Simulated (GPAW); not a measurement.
# Mg2NCl (R-3m): G0W0 with GPAW, start to end, part 2 of 2

Wanted: ground state, empty states, screening and self-energy for Mg2NCl (R-3m).

GPAW 26.7.0; LDA and many-body steps on it, plane waves. Known limits of the many-body steps: not at the basis limit.

So far. Step 3 (Bands along the symmetry lines): The gap is 2.164 eV, as in the run before at this level. Step 4 (Empty states on the mesh, 4×4×4 mesh, 103 bands): On this mesh the gap is 2.164 eV.

### Step 5. Screening and self-energy, 4×4×4 mesh, 93 bands, screening to 80 eV

Now the one-shot GW correction: screening in the RPA, then the self-energy of the levels asked for.

This step: G0W0 on LDA, plane waves, PAW.

The input, run.py:

```python
import json
import numpy as np
from gpaw.mpi import world
from gpaw.response.g0w0 import G0W0

gw = G0W0('full.gpw',
    filename='gw',
    kpts=[0],
    bands=(14, 18),
    ecut=80,
    nbands=93,
    integrate_gamma='WS',
    ppa=True)
gw.calculate()
res = {mode: {k: v for k, v in r.items() if k != 'sigma_eskwn'}
       for mode, r in gw.all_results.items()}

if world.rank == 0:
    with open('result.json', 'w') as f:
        json.dump(res, f, default=lambda x: x.tolist())
```

Launch:

```
mpirun -n 4 gpaw python run.py
```

Numbers of over 12 decimals in the logs are rounded to 6 here.

The log of the run:

```text
Using integrator: PointIntegrator
FrequencyGridDescriptor(from 0.000+0.000j to 0.000+27.211j eV, 2 points)
Nonperiodic BCs:  [False False False]
Using integrator: PointIntegrator
FrequencyGridDescriptor(from 0.000+0.000j to 0.000+27.211j eV, 2 points)
Nonperiodic BCs:  [False False False]
  ___  _ _ _
 |   || | | |
 | | || | | |
 |__ ||_____|
 |___|

BZ k-points: Symmetries present (total): 12

  [... matrices ...]
64 k-points: 4 x 4 x 4 Monkhorst-Pack grid + [1/8,1/8,1/8]
13 k-points in the irreducible part of the Brillouin zone
       k-points in crystal coordinates                weights
   0:     0.00000000    0.00000000    0.00000000          1/64
   1:     0.25000000    0.00000000   -0.25000000          6/64
   2:     0.25000000    0.00000000    0.00000000          6/64
   3:     0.25000000    0.25000000   -0.25000000          6/64
   4:     0.25000000    0.25000000    0.00000000          6/64
   5:     0.25000000    0.25000000    0.25000000          2/64
   6:     0.50000000    0.00000000    0.00000000          3/64
   7:     0.50000000    0.25000000   -0.25000000          6/64
   8:     0.50000000    0.25000000    0.00000000         12/64
   9:     0.50000000    0.25000000    0.25000000          6/64
          ...
  12:     0.50000000    0.50000000    0.50000000          1/64

Distributing spins, k-points and bands (1 x 1 x 4) over 4 processes
Number of blocks: 1

Quasi particle states:
k-points (IBZ indices): [0]
Band range: (14, 18)
  [... matrices ...]
Computational parameters:
Plane wave cut-off: 80 eV
Number of bands: 93
Coulomb cutoff: None
Broadening: 0.1 eV

fxc modes: GW
Kernel: RPA
Using Godby-Needs plasmon-pole approximation:
  Fitting energy: i*E0, E0 = 1.000 Hartree
Summing all q:

Calculating screened Coulomb potential
No Coulomb truncation
FrequencyGridDescriptor(from 0.000+0.000j to 0.000+27.211j eV, 2 points)
Removing empty qpoint cache files...

Calculating chi0 body with:
    Ground state adapter containing:
    Number of spins: 1
    Number of kpoints: 64
    Number of irreducible kpoints: 13
    Number of completely occupied states: 16
    Number of partially occupied states: 16
    Occupied states memory: 11.390625 M / cpu

    Linear response parametrization:
    q_c: [0.0, 0.0, 0.0]
    Number of frequency points: 2
    Planewave cutoff: 80.0
    Number of bands: 93
    Number of planewaves: 99
    Broadening (eta): 1e-06
    comm.size: 4
    kncomm.size: 4
    blockcomm.size: 1

    Memory estimate of potentially large arrays:
        chi0_wGG: 0.299103 M / cpu
Integrating chi0 body.

Symmetries of q_c:
    Direct symmetries (Uq -> q): 12
    Indirect symmetries (TUq -> q): 0
In total 12 allowed symmetries.

  [... matrices ...]
13 groups of equivalent kpoints. 79.6875% reduction.

Integral kind: response function
Integrating chi0 head and wings.

Symmetries of q_c:
    Direct symmetries (Uq -> q): 12
    Indirect symmetries (TUq -> q): 0
In total 12 allowed symmetries.

  [... matrices ...]
13 groups of equivalent kpoints. 79.6875% reduction.

Integral kind: response function wings

Calculating chi0 body with:
    Ground state adapter containing:
    Number of spins: 1
    Number of kpoints: 64
    Number of irreducible kpoints: 13
    Number of completely occupied states: 16
    Number of partially occupied states: 16
    Occupied states memory: 11.390625 M / cpu

    Linear response parametrization:
[... the further q-points ...]

Results:
f:      Occupation numbers
eps:     KS-eigenvalues [eV]
vxc:     KS vxc [eV]
exx:     Exact exchange [eV]
sigma:   Self-energies [eV]
dsigma:  Self-energy derivatives
Z:       Renormalization factors
qp:      QP-energies [eV]

k-point 0 (0): (0.000, 0.000, 0.000)                GW
band       f     eps     vxc     exx   sigma  dsigma       Z      qp
                                                                   GW
  14   1.000   4.869 -17.169 -20.780   3.299  -0.293   0.773   4.628
  15   1.000   4.869 -17.169 -20.780   3.299  -0.293   0.773   4.628
  16   0.000   7.034 -13.288  -8.785  -3.322  -0.214   0.823   8.006
  17   0.000  10.107 -11.702  -6.502  -3.922  -0.209   0.827  11.164
```

Elapsed: 2.3 min, on 4 MPI ranks of Arm Neoverse V1, shared host; peak memory 2 GiB.

Numbers from this step:

```
G0W0 gap on the points computed              : 3.379 eV
least direct G0W0 gap on the computed points : 3.379 eV
Z at the valence top                         : 0.7732
Z at the conduction bottom                   : 0.8235
starting gap on the mesh                     : 2.164 eV
k of the valence top                         : 0, 0, 0
k of the conduction bottom                   : 0, 0, 0
```

The gap on the mesh goes from 2.16 eV to 3.38 eV, a correction of +1.21 eV.

Limits: finite bands, cutoff and mesh. v1 is the top filled band, c1 the lowest empty one. Levels before and after the correction, in eV, zero at the valence-band top of each column:

```tsv
	conduction bottom	valence top
Kohn-Sham	2.16	0.00
G0W0	3.38	0.00
```

```tsv
	level	energy (eV)
Kohn-Sham	Γ v2-v1	0.000
Kohn-Sham	Γ c1	2.164
Kohn-Sham	Γ c2	5.238
G0W0	Γ v2-v1	0.000
G0W0	Γ c1	3.379
G0W0	Γ c2	6.537
```

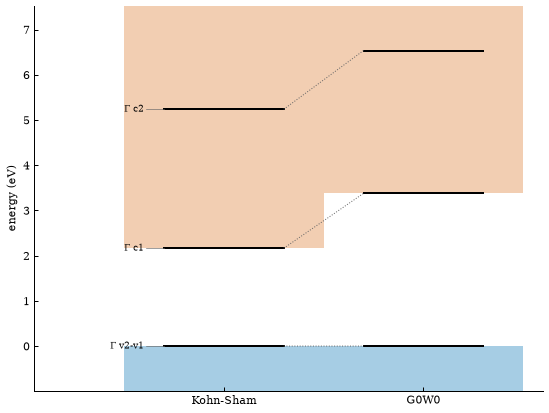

Levels before and after the correction. Shaded: valence and conduction bands.

### Step 6. Where the time went

Times are wall times on 4 MPI ranks of Arm Neoverse V1, shared host, good to a factor of about two.

```tsv
step	time	share	memory (GiB)
ground state	39 s	15 %	0.94
bands along the symmetry lines	33 s	12 %	1.0
empty states on the mesh	57 s	21 %	1.1
screening and self-energy	2.3 min	51 %	2.0
```

### Step 7. What came out

| Quantity | Value |
| --- | --- |
| LDA gap | 2.16 eV, direct |
| G0W0 gap on the mesh | 3.38 eV |
| GW settings | 4×4×4 mesh, 93 bands, screening to 80 eV, Godby-Needs plasmon pole |
| known limits | not at the basis limit |

**Reading.** G0W0 moves the gap on the mesh from 2.16 eV to 3.38 eV (+1.21 eV), with Z of 0.77 and 0.82 at the edges. Only 1 of the mesh's irreducible points was corrected, so a valley elsewhere could overtake. The dearest step here is «screening and self-energy». Bands and cutoff are finite, so the gap is not at the basis limit. The miss can reach some tenths of an eV and take either sign; the mesh is an error of its own. These stock PAW sets were not made for GW. In the G0W0 run levels were corrected at 1 k point alone, so a gap called «on the mesh» is the least over those, and an edge elsewhere would be missed.

[Paths, hosts, dates, memory and timing lines, banners, echoed tables and standing remarks are left out of the program output.]

[Logs are printed without paths, hosts, clocks, repeated set-up lines and the standing remarks that a program may print on its own settings, such as how far it seeks lower states.]

[Runs of the session that timed out or met a known fault of the program may be left out.]

[Hosts, paths, dates, database ids (printed as entryN), source tags and the programs' standing remarks are cut or masked in the printed files.]
